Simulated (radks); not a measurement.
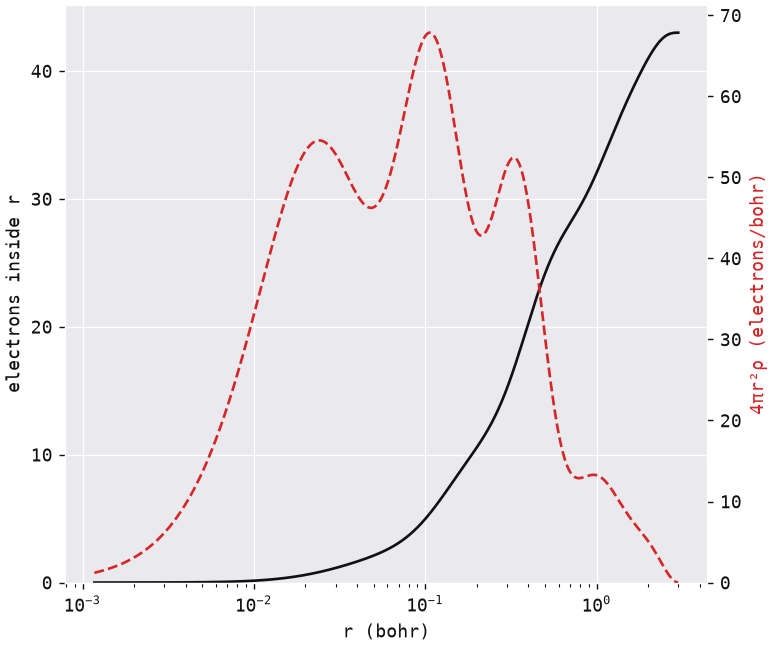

The neutral technetium atom; electrons: [Kr] 4d5 5s2 (high spin). It sits in a hard spherical wall of radius 3 bohr. Method: scalar-relativistic Kohn-Sham, PBE, spin-polarised, spherical densities, finite nucleus; computed with the in-house radial solver radks.

```
Z 43
configuration [Kr] 4d5 5s2 5p0 6s0 4f0
relativity scalar-relativistic
functional pbe,pbe
spin polarised
nucleus finite rms 4.4112 fm
wall 3 bohr
c 137.035999084
```

The plot shows the number of electrons inside radius r (solid) and the radial density 4πr²ρ (dashed).

Q: Read the plot.

Answer: The count levels off at 43 electrons. Half of them lie within 0.427 bohr, 90 % within 1.64 bohr and 99 % within 2.44 bohr. The radial density has minima at 0.0483, 0.212 and 0.789 bohr, where the count stands at 2.0, 11.1 and 29.2; these part the shells that the density resolves.
